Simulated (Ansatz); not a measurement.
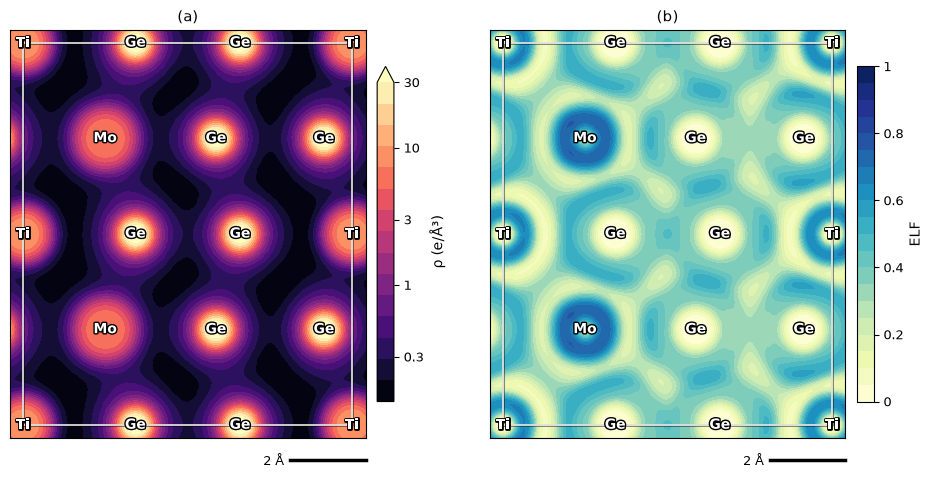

*TiGe4Mo. (a) valence electron density; (b) ELF on the (101) plane of the conventional cell.*

Space group F222; a structure generated by program, which may or may not match a known phase; computed without spin polarisation.

Computed with Ansatz 0.2.0, DFT PBE, scalar-relativistic, plane waves, PAW.

Core electrons are frozen (PAW), and the valence fields are smoothed inside the atomic spheres.

What does the map show?

Answer.
- The plane passes through Ti, Ge and Mo nuclei.
- Ge–Ge (2.61 Å): ρ is about 0.35 e/Å³ halfway; the ELF reaches about 0.55 near the midpoint.
- Ti–Ge (2.63 Å): the density is about 0.31 e/Å³ at the midpoint; the ELF is about 0.40 at the midpoint.
- Ge–Mo (2.65 Å): ρ is about 0.38 e/Å³ halfway; the ELF is about 0.40 at the midpoint.
- Ge–Ge (2.77 Å): the density is about 0.27 e/Å³ at the midpoint; the ELF is about 0.45 at the midpoint.
- Ge–Ge (2.86 Å): the density is about 0.22 e/Å³ at the midpoint; the ELF is about 0.30 at the midpoint.
- Between the atoms the lowest density in this plane is 0.14 e/Å³.
- The features right at Ti and Mo lie inside the PAW spheres, where the map follows smoothed inner orbitals and isn't to be read closely.
